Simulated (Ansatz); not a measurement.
# CH5B (SMILES [H]B([H])C): MP2/STO-3G

What is the electronic atomisation energy of CH5B at MP2/STO-3G? 

Program for the calculation: Ansatz 0.2.0.

53 further runs of the same task are left out: 53 set aside as unsound or not needed.

## Step 1: The system as given

CH5B: 7 atoms, total charge 0, spin state singlet. As SMILES, `[H]B([H])C`. The shape is that of a GFN2-xTB optimisation.

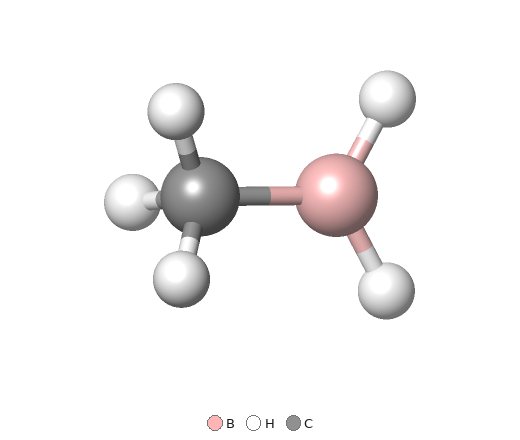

Viewed from a chosen angle; boron pink, hydrogen white, carbon grey.

## Step 2: A single-point energy at MP2/STO-3G

input.yaml reads:

```yaml
crystal:
  periodic: [false, false, false]
  atoms:
    - {symbol: B, position_ang: [0.444840, 0.781100, 0.006260]}
    - {symbol: H, position_ang: [1.614940, 0.782320, 0.008990]}
    - {symbol: H, position_ang: [-0.129680, 1.798100, -0.061390]}
    - {symbol: C, position_ang: [-0.337160, -0.573970, 0.039720]}
    - {symbol: H, position_ang: [-0.405600, -0.929380, -0.991140]}
    - {symbol: H, position_ang: [-1.358290, -0.496260, 0.405500]}
    - {symbol: H, position_ang: [0.170950, -1.361910, 0.592050]}
basis:
  gaussian: {orbitals: STO-3G}
accuracy: high
correlation: {method: mp2, frozen_orbitals: {B: 1, C: 1, H: 0}}
```

Run with:

```sh
$ ansatz run input.yaml --threads 1 --pin off --max-ram 2610MiB --events-out events.jsonl --progress --plain --runs-dir runs
```

Log:

```text
Warning: RAYON_NUM_THREADS=1 ignored (pool sized by the plan → 1); use --threads N
Functional definition: HF
  name "HF"
  exchange = exact_x
  correlation = 0
253 factors; integrals over basis functions are off by at most 1.4e-8 eV
mean field evaluation 1: about -1759.0058 eV, gradient 1.2e1 eV
mean field evaluation 2: about -1759.0598 eV, gradient 1.2e1 eV
mean field evaluation 4: about -1759.6906 eV, gradient 2.1e-1 eV
mean field evaluation 8: about -1759.6903 eV, gradient 1.7e-4 eV
mean field -1759.69033241 eV, -64.6674269550 hartree, gradient 6.6e-9 eV, S^2 0.000000; 0 other end points of the search recorded, 0 dependent functions left out
2 core orbitals not correlated: weight in the atoms' cores, before any rotation towards them, 1.000 or more for the frozen orbitals, at most 0.000 for the correlated occupied ones
reference -1759.69033241 eV, -64.6674269550 hartree; 6, 6 occupied and 7, 7 virtual orbitals, 253 factors
second order -2.31552090 eV of doubles, -0.00000000 eV of singles
Total energy: -1762.00585331 eV, -64.7525207785 hartree
```

It took 0.06 s on 1 thread of Arm Neoverse V2, shared host.

## Step 3: The B atom at the same level

molecule.yaml reads:

```yaml
crystal:
  periodic: [false, false, false]
  atoms:
    - symbol: B
      position_ang: [0.000000, 0.000000, 0.000000]
basis:
  gaussian:
    orbitals: STO-3G
magnetization:
  spin_polarized: true
  initial_magnetization: 1
accuracy: high
correlation:
  method: mp2
  frozen_orbitals: {B: 1}
```

Run the same way, it converges to -24.16765 Eh (log not shown).

## Step 4: The C atom at the same level

molecule.yaml reads:

```yaml
crystal:
  periodic: [false, false, false]
  atoms:
    - {symbol: C, position_ang: [0.000000, 0.000000, 0.000000]}
basis:
  gaussian:
    orbitals: STO-3G
magnetization:
  spin_polarized: true
  initial_magnetization: 2
correlation:
  method: mp2
  frozen_orbitals: {C: 1}
accuracy: high
```

Run the same way, it converges to -37.20823 Eh (log not shown).

## Step 5: The H atom: the energy at UHF/STO-3G

input.yaml reads:

```yaml
crystal:
  periodic: [false, false, false]
  atoms:
    - {symbol: H, position_ang: [0.000000, 0.000000, 0.000000]}
basis:
  gaussian: {orbitals: STO-3G}
magnetization: {spin_polarized: true, initial_magnetization: 1}
hamiltonian: {xc: hf}
accuracy: high
```

Run the same way, it converges to -0.46658 Eh (log not shown).

## Step 6: Outcome

At MP2/STO-3G, 2 core orbitals frozen:

| quantity | value |
| --- | --- |
| molecule: total energy | -64.75252 Eh |
| molecule: correlation energy (2 core orbitals frozen) | -85.1 mEh |
| B atom: total energy | -24.16765 Eh |
| B atom: correlation energy (1 core orbital frozen) | -18.7 mEh |
| B atom: ⟨S²⟩ of the reference determinant | 0.750 |
| C atom: total energy | -37.20823 Eh |
| C atom: correlation energy (1 core orbital frozen) | -9.8 mEh |
| C atom: ⟨S²⟩ of the reference determinant | 2.000 |
| H atom: total energy | -0.46658 Eh |
| H atom: ⟨S²⟩ | 0.750 |
| electronic atomisation energy | 28.401 eV |

**Reading.** Taking the molecule apart into free atoms costs 28.40 eV (655 kcal/mol), before zero-point energy and without spin-orbit coupling. In a minimal basis such a difference can be off by several eV, whatever the method.
